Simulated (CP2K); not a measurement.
# C2H6FNO (SMILES CNC(O)F): MNDOD

What is the energy change on altering one bond length of C2H6FNO at MNDOD? 

The calculation is run with CP2K 2026.2.

1 further run of the same task is left out (set aside as unsound or not needed).

## (1) Starting point

C2H6FNO has 11 atoms, charge 0, and is taken as a singlet. SMILES: `CNC(O)F`. Geometry: relaxed at GFN2-xTB. This is one conformer, not always the lowest.

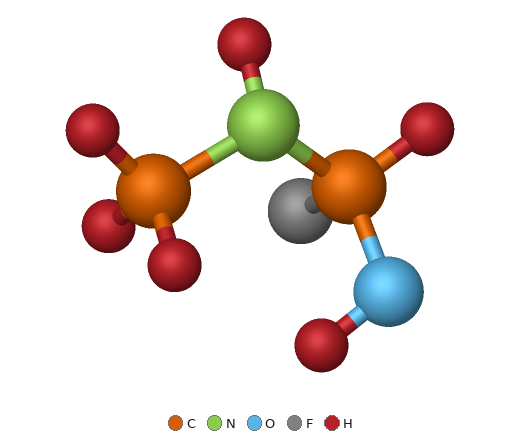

The structure, seen from a chosen angle (carbon orange, nitrogen green, oxygen blue, fluorine grey, hydrogen red).

## (2) Energy and gradient at MNDOD

molecule.xyz

```xyz
11

C     -1.257980     0.104470     0.276030
N      0.042710    -0.349390     0.752620
C      1.134180    -0.127590    -0.115200
O      1.019730    -0.691530    -1.338060
F      1.336840     1.276080    -0.296670
H     -1.259160     1.159160    -0.023890
H     -1.567040    -0.514340    -0.566790
H     -1.978900    -0.036100     1.077070
H      0.242360     0.028970     1.669440
H      2.062460    -0.489030     0.342230
H      0.224800    -0.360700    -1.776780
```

calc.inp

```
&GLOBAL
  PROJECT calc
  RUN_TYPE ENERGY_FORCE
  PRINT_LEVEL MEDIUM
&END GLOBAL

&FORCE_EVAL
  METHOD QS
  &DFT
    # Quickstep
    &QS
      METHOD MNDOD
      EPS_DEFAULT 1.0E-10
      &SE
        &COULOMB
          CUTOFF [angstrom] 50
          RC_RANGE [angstrom] 0
        &END COULOMB
        &EXCHANGE
          CUTOFF [angstrom] 50
          RC_RANGE [angstrom] 0
        &END EXCHANGE
      &END SE
    &END QS
    &POISSON
      PERIODIC NONE
      POISSON_SOLVER ANALYTIC
    &END POISSON
    # SCF settings
    &SCF
      SCF_GUESS ATOMIC
      EPS_SCF 1.0E-06
      MAX_SCF 80
      ADDED_MOS 2
      &DIAGONALIZATION
        ALGORITHM STANDARD
      &END DIAGONALIZATION
      &MIXING
        METHOD DIRECT_P_MIXING
        ALPHA 0.4
      &END MIXING
    &END SCF
    # extra output
    &PRINT
      &MOMENTS
        PERIODIC F
        REFERENCE COM
        MAX_MOMENT 1
      &END MOMENTS
      &MO ON
        ENERGIES T
        OCCUPATION_NUMBERS T
        NDIGITS 6
        &EACH
          QS_SCF 0
        &END EACH
        ADD_LAST NUMERIC
      &END MO
      &HIRSHFELD OFF
      &END HIRSHFELD
    &END PRINT
  &END DFT
  # structure
  &SUBSYS
    &CELL
      ABC 16 14 15.4
      PERIODIC NONE
    &END CELL
    &TOPOLOGY
      COORD_FILE_NAME molecule.xyz
      COORD_FILE_FORMAT XYZ
      &CENTER_COORDINATES
      &END CENTER_COORDINATES
    &END TOPOLOGY
  &END SUBSYS
  # extra output
  &PRINT
    &FORCES ON
    &END FORCES
  &END PRINT
&END FORCE_EVAL
```

Launch:

```
$ OMP_NUM_THREADS=1 cp2k.psmp -i calc.inp -o calc.out
```

Log:

```text
CP2K| version string:                                       CP2K version 2026.2
[...]
 GLOBAL| Method name                                                        CP2K
[...]
 GLOBAL| Run type                                                   ENERGY_FORCE
[...]
                             - Atoms:                                         11
[...]
                             - Spherical basis functions:                     26
[...]
 Number of electrons:                                                         32
[...]
     1 P_Mix/Diag. 0.40E+00    0.0     0.80039645       -41.3126598610 -4.13E+01
[...]
    17 DIIS/Diag.  0.78E-07    0.0     0.00000017       -49.6239878280 -5.22E-12
  *** SCF run converged in    17 steps ***
  Core-core repulsion energy [eV]:                           2761.75010899306835
  Core Hamiltonian energy [eV]:                             -2215.67025646820775
  Two-electron integral energy [eV]:                        -3792.83446760990273
  Electronic energy [eV]:                                   -4112.08749027315935
  Total energy [eV]:                                        -1350.33738128009077
  Atomic reference energy [eV]:                              1346.23649038787221
  Heat of formation [kcal/mol]:                               -94.56879806607155
[...]
 SE_DIPOLE| Moment [Debye]          1.57819076      -0.02453407      -0.80615584
 SE_DIPOLE| Derivative [a.u.]       0.00000000       0.00000000       0.00000000
 ENERGY| Total FORCE_EVAL ( QS ) energy [hartree]            -49.623987827974545
 FORCES| Atomic forces [hartree/bohr]
 FORCES|   Atom     x               y               z               |f|
 FORCES|      1  1.76815123E-04 -2.78168836E-03  1.12353392E-02   1.15759190E-02
 FORCES|      2 -3.52468923E-02 -5.17556488E-03  3.17053010E-02   4.76902086E-02
 FORCES|      3  5.88878801E-02  7.96263262E-02 -1.55230476E-03   9.90481898E-02
 FORCES|      4 -2.60478723E-02 -3.47396666E-03 -4.55992211E-02   5.26293555E-02
 FORCES|      5 -5.37409569E-03 -4.12670707E-02  6.95764071E-04   4.16213420E-02
 FORCES|      6 -5.43037350E-03  1.47925913E-02 -4.21184782E-03   1.63110200E-02
 FORCES|      7 -1.02755828E-02 -9.01534138E-03 -1.42878822E-02   1.97739111E-02
 FORCES|      8 -1.65985597E-02 -8.77393886E-04  1.47402559E-02   2.22161461E-02
 FORCES|      9 -2.26629576E-03 -3.06052439E-03  1.36311472E-03   4.04487178E-03
 FORCES|     10  2.54346745E-02 -1.51742607E-02  1.43469434E-02   3.29092029E-02
 FORCES|     11  1.67403023E-02 -1.35931065E-02 -8.43546234E-03   2.31552865E-02
 FORCES| Sum    -3.12250226E-16 -3.13638004E-15  2.63677968E-16
 FORCES| Total atomic force                                       3.16289520E-15
[...]
```

Run time: 0.9 s. Hardware: 1 thread of Intel Xeon Platinum 8488C (Sapphire Rapids), shared host; peak memory 0.19 GiB.

## (3) The distorted shape, same level

molecule.xyz

```xyz
11

C     -1.005651     0.153671    -0.004341
N      0.295039    -0.300189     0.472249
C      1.386509    -0.078389    -0.395571
O      1.272059    -0.642329    -1.618431
F      1.589169     1.325281    -0.577041
H     -1.006831     1.208361    -0.304261
H     -1.314711    -0.465139    -0.847161
H     -1.978900    -0.036100     1.077070
H      0.494689     0.078171     1.389069
H      2.314789    -0.439829     0.061859
H      0.477129    -0.311499    -2.057151
```

qs.inp

```
&GLOBAL
  PROJECT_NAME qs
  RUN_TYPE ENERGY_FORCE
  PRINT_LEVEL MEDIUM
&END GLOBAL

&FORCE_EVAL
  METHOD QUICKSTEP
  &DFT
    CHARGE 0
    MULTIPLICITY 1
    &QS
      METHOD MNDOD
      EPS_DEFAULT 1.0E-10
      &SE
        &COULOMB
          CUTOFF [angstrom] 50
          RC_RANGE [angstrom] 0
        &END COULOMB
        &EXCHANGE
          CUTOFF [angstrom] 50
          RC_RANGE [angstrom] 0
        &END EXCHANGE
      &END SE
    &END QS
    &POISSON
      PERIODIC NONE
      POISSON_SOLVER ANALYTIC
    &END POISSON
    &SCF
      SCF_GUESS ATOMIC
      EPS_SCF 1.0E-06
      MAX_SCF 80
      ADDED_MOS 2
      &DIAGONALIZATION
        ALGORITHM STANDARD
      &END DIAGONALIZATION
      &MIXING
        METHOD DIRECT_P_MIXING
        ALPHA 0.4
      &END MIXING
    &END SCF
    &PRINT
      &MOMENTS
        PERIODIC F
        REFERENCE COM
        MAX_MOMENT 1
      &END MOMENTS
      &MO ON
        ENERGIES T
        OCCUPATION_NUMBERS T
        NDIGITS 6
        &EACH
          QS_SCF 0
        &END EACH
        ADD_LAST NUMERIC
      &END MO
      &HIRSHFELD OFF
      &END HIRSHFELD
    &END PRINT
  &END DFT
  &SUBSYS
    &CELL
      ABC [angstrom] 16.3 14 15.4
      PERIODIC NONE
    &END CELL
    &TOPOLOGY
      COORD_FILE_NAME molecule.xyz
      COORD_FILE_FORMAT XYZ
      &CENTER_COORDINATES
      &END CENTER_COORDINATES
    &END TOPOLOGY
  &END SUBSYS
  &PRINT
    &FORCES ON
    &END FORCES
  &END PRINT
&END FORCE_EVAL
```

Launch:

```
$ OMP_NUM_THREADS=1 cp2k.psmp qs.inp > qs.out
```

Log:

```text
CP2K| version string:                                       CP2K version 2026.2
[...]
 GLOBAL| Method name                                                        CP2K
[...]
 GLOBAL| Run type                                                   ENERGY_FORCE
[...]
                             - Atoms:                                         11
[...]
                             - Spherical basis functions:                     26
[...]
 Number of electrons:                                                         32
[...]
     1 P_Mix/Diag. 0.40E+00    0.0     0.79203920       -41.4412054639 -4.14E+01
[...]
    17 DIIS/Diag.  0.80E-07    0.0     0.00000016       -49.5724674702 -5.12E-12
  *** SCF run converged in    17 steps ***
  Core-core repulsion energy [eV]:                           2742.05007718776869
  Core Hamiltonian energy [eV]:                             -2212.19313404792820
  Two-electron integral energy [eV]:                        -3757.58476837850503
  Electronic energy [eV]:                                   -4090.98551823718026
  Total energy [eV]:                                        -1348.93544104941157
  Atomic reference energy [eV]:                              1346.23649038787221
  Heat of formation [kcal/mol]:                               -62.23928575756945
[...]
 SE_DIPOLE| Moment [Debye]          1.45871599      -0.05188150      -0.67750352
 SE_DIPOLE| Derivative [a.u.]       0.00000000       0.00000000       0.00000000
 ENERGY| Total FORCE_EVAL ( QS ) energy [hartree]            -49.572467470242302
 FORCES| Atomic forces [hartree/bohr]
 FORCES|   Atom     x               y               z               |f|
 FORCES|      1 -6.63030743E-02 -1.76743646E-02  9.01615692E-02   1.13303086E-01
 FORCES|      2 -5.21644400E-02 -2.72782322E-03  3.60052293E-02   6.34424650E-02
 FORCES|      3  5.85831152E-02  7.97856279E-02 -2.03189077E-03   9.90043251E-02
 FORCES|      4 -2.61152677E-02 -3.49558927E-03 -4.56231306E-02   5.26848782E-02
 FORCES|      5 -5.49325511E-03 -4.12381730E-02  6.37051020E-04   4.16073143E-02
 FORCES|      6 -1.18534671E-02  9.40571397E-03  4.95013181E-03   1.59209278E-02
 FORCES|      7 -1.55204906E-02 -7.93447665E-03 -2.83204028E-03   1.76596149E-02
 FORCES|      8  7.95769651E-02  1.59272101E-02 -8.82164669E-02   1.19867904E-01
 FORCES|      9 -2.88448570E-03 -3.24737370E-03  1.05534244E-03   4.46983684E-03
 FORCES|     10  2.53245729E-02 -1.51953512E-02  1.44314156E-02   3.28709362E-02
 FORCES|     11  1.68498274E-02 -1.36054003E-02 -8.53721081E-03   2.32789082E-02
 FORCES| Sum     6.52256027E-16  1.70002901E-16  1.44328993E-15
 FORCES| Total atomic force                                       1.59292961E-15
[...]
```

It took 0.9 s on 1 thread of Intel Xeon Platinum 8488C (Sapphire Rapids), shared host; peak memory 0.19 GiB.

## (4) Outcome

At MNDOD:

```
                                                         quantity           value
                                        first shape: total energy    -49.62399 Eh
                                       first shape: dipole moment          1.77 D
                                         first shape: HOMO energy       -11.14 eV
                                         first shape: LUMO energy         2.59 eV
                                       first shape: HOMO–LUMO gap        13.73 eV
           first shape: heat of formation at this unrelaxed shape  -94.6 kcal/mol
                            first shape: largest force on an atom      5.093 eV/Å
                                    distorted shape: total energy    -49.57247 Eh
                                   distorted shape: dipole moment          1.61 D
                                     distorted shape: HOMO energy       -11.11 eV
                                     distorted shape: LUMO energy         1.61 eV
                                   distorted shape: HOMO–LUMO gap        12.72 eV
       distorted shape: heat of formation at this unrelaxed shape  -62.2 kcal/mol
                        distorted shape: largest force on an atom      6.164 eV/Å
energy change with the C1–H8 bond stretched from 1.087 to 1.467 Å        1.402 eV
```

In words: With the C1–H8 bond stretched from 1.087 to 1.467 Å the energy rises by 1.40 eV (135 kJ/mol). The first shape isn't relaxed at this level, so the change isn't measured from a minimum. The largest force (first shape) is 5.09 eV/Å: the shape isn't a stationary point for this species at this level.
